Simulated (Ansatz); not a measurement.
A computed series for La2O3: pressure series

Base system: La2O3 (space group P-3m1, No. 164; a = 3.9403 Å, c = 6.1880 Å).

Cell and atoms are relaxed at each pressure.

Calculations: PBE/PAW in Ansatz (a quantum-chemistry and plane-wave program), scalar-relativistic without spin-orbit coupling.

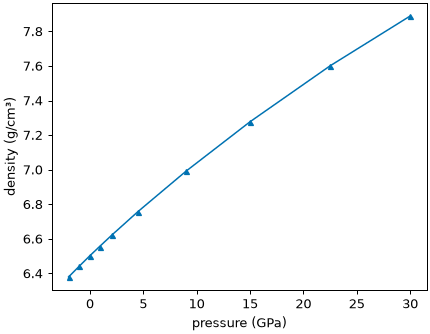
*Density against pressure*

Problem. From the plot, what is the density for pressure 15 GPa?

Solution. About 7.3 g/cm³.

Problem. Is the trend monotonic over the range shown?

Solution. Yes, it rises throughout, spanning 6.38 g/cm³ to 7.89 g/cm³.

Load acts through the strain it causes; cell and atoms are relaxed under it. Whether these cells are dynamically stable was not tested. No other phases were tried under pressure.
